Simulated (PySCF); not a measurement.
# C₂H₆La (charge +1): what the fields show

```
atom    x (Å)    y (Å)    z (Å)
  La   0.0000   0.0000  -0.1996
   C   1.8658  -0.1288   1.2835
   H   2.6808   0.5481   0.9580
   H   1.5980   0.1419   2.3221
   H   2.2876  -1.1535   1.3101
   C  -1.8658   0.1288   1.2835
   H  -2.6808  -0.5481   0.9580
   H  -1.5980  -0.1419   2.3221
   H  -2.2876   1.1535   1.3101
```

Core potentials replace the inner electrons of La.

Level of theory: RKS PBE0, La def2-SVP with ECP46, C def2-SVP, H def2-SVP; non-relativistic Hamiltonian with scalar-relativistic core potentials where named; density fitting in PySCF.

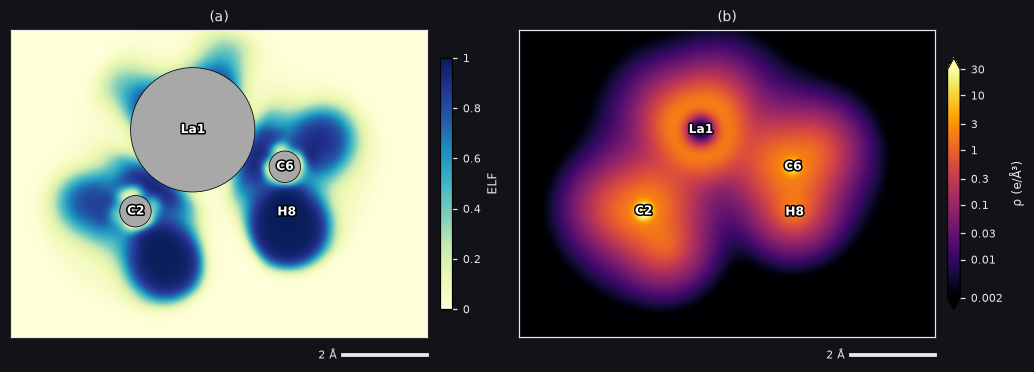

Figure 1. (a) ELF; (b) electron density on the plane of atoms C2, La1 and H8. Grey discs cover the atomic cores in the ELF map.

What does the map show?

Answer. Atoms in the plane: La, C and H.
C–La (2.39 Å): ρ is about 0.66 e/Å³ halfway; the ELF peaks at about 0.90 in the valence shell of C, 0.7 Å from its nucleus, and is about 0.50 at the midpoint.
C–H (1.11 Å): ρ is about 1.8 e/Å³ halfway; the ELF climbs to about 1 towards the hydrogen, as it does in any bond to H: a covalent bond by its length.
La–H (2.99 Å): the density is about 0.42 e/Å³ at the midpoint; the ELF climbs to about 1 towards the hydrogen.

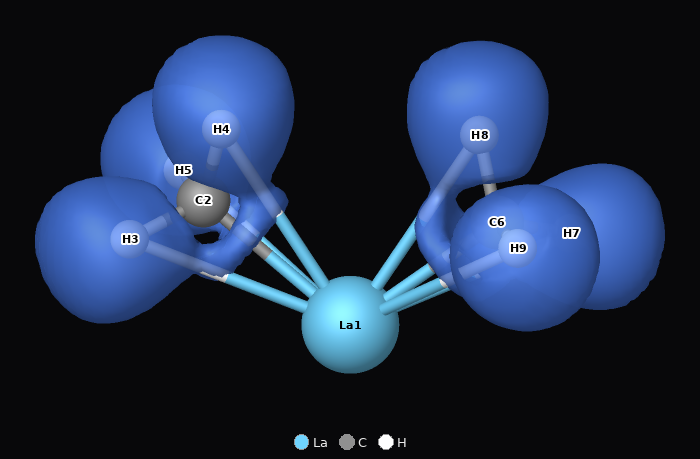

Figure 2. Isosurface of the ELF at 0.75 (blue), seen at a tilt. Only the valence region is drawn (cores and ρ < 0.01 e/Å³ removed).

Identify the bonds, lone pairs and shells in this picture.

Answer. At this value the surface marks out two joined regions spread over several atoms (C, H), in which their bonds and any lone pairs are merged.

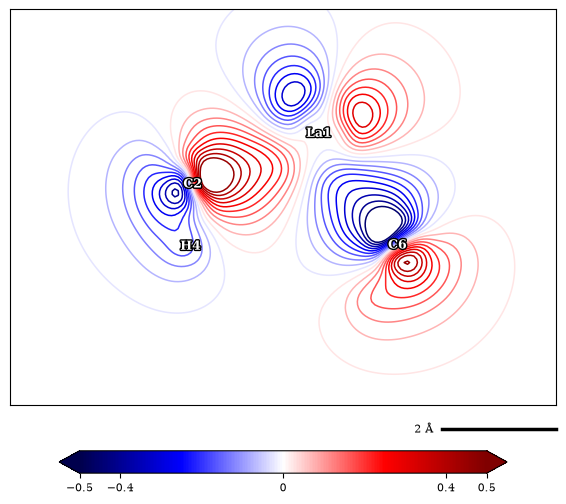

Figure 3. The HOMO−1 on the plane of atoms H4, La1 and C6 (values in Å⁻³ᐟ²; the overall sign is arbitrary).

Describe this orbital and give its energy.

Answer. By Hirshfeld shares it lies mainly on La1 (about 35 %), C2 (about 25 %) and C6 (about 25 %). Its energy is −11.32 eV.

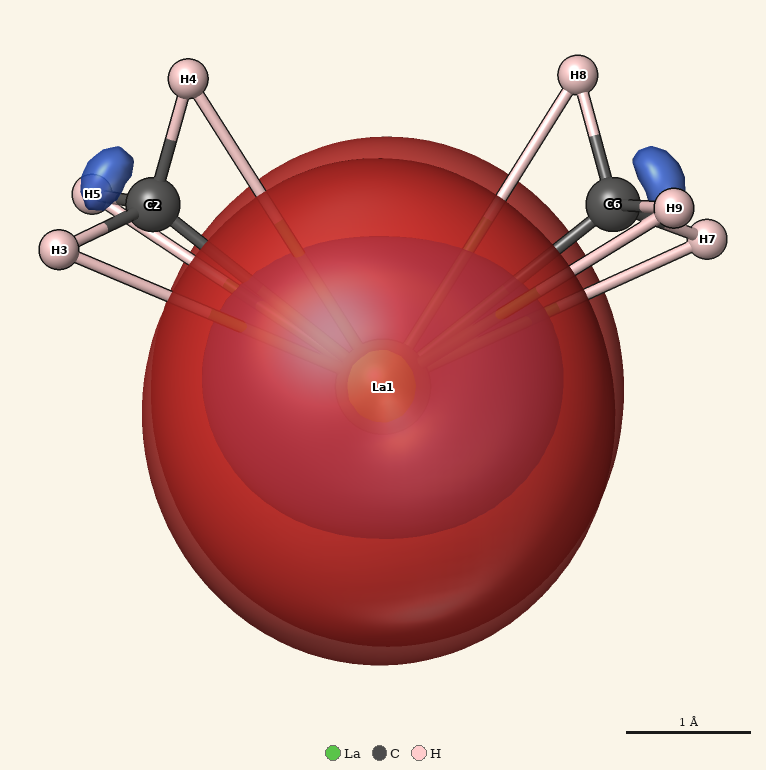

Figure 4. The LUMO at ±0.06 Å⁻³ᐟ² (red and blue are the two phases), seen across its widest extent.

What is the character of this orbital?

Answer. It lies mainly on La1 (about 95 %). Its energy is −6.63 eV.
